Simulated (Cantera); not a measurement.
A closed system holds: 1 mol SiH₂Cl₂, 13 mol N₂, equilibrated at 1923.15 K.

Method: chemical equilibrium by Gibbs-energy minimisation in Cantera with the NASA 1993 tables (ideal gas, pure condensed phases). Candidate condensed phases: NH₄Cl, Si, Si₃N₄; 28 gas species. The tables' values for SiCl, SiCl₃, SiN are old estimates; treat these amounts as uncertain. Rates play no part.

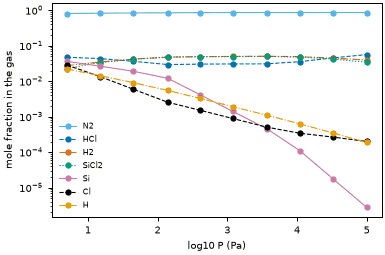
Figure: Equilibrium gas composition (values under 1e-9 drawn at 1e-9)

From 0.0375 Torr to 0.338 Torr nothing is condensed. From 1.05 Torr to 27.8 Torr the condensed part is Si(l). From 82.5 Torr to 750 Torr the condensed part is Si₃N₄(s). The main Si-bearing gas is Si at 0.0375 Torr and SiCl₂ at 750 Torr.
